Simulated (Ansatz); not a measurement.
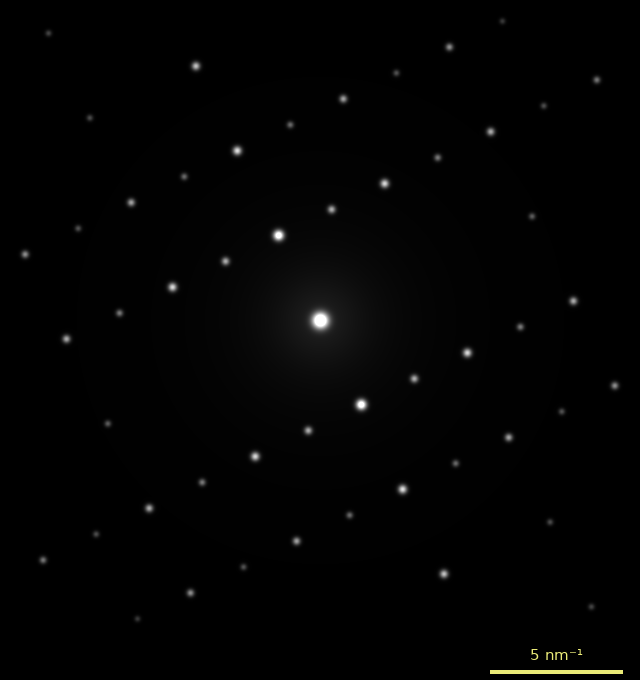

Kinematic zone-axis pattern, calculated for 200 keV electrons with B = 0.5 Å².

Q: Read the repeat vectors of the pattern off the scale bar.

A: The spots form a rectangular net whose two shortest vectors correspond to d = 4.45 Å and 2.79 Å, 90.0° apart.

Q: What is the point symmetry of the pattern, intensities included?

A: 2mm. A zero-layer kinematic pattern is always centrosymmetric (Friedel's law).

Q: What was simulated?

A: This cannot be fixed from one zone alone; the pattern is [210] of Cd₂O₃, space group R-3c (No. 167), a = 5.582 Å, c = 13.363 Å (hexagonal axes). The net vectors are 0 0 3 (itself extinct) and 1 -2 0. Structure: the geometry relaxed (final pressure about 20 GPa) with DFT, PAW plane waves, pbe (Ansatz); the starting structure was generated, so it need not be a known form of this composition.
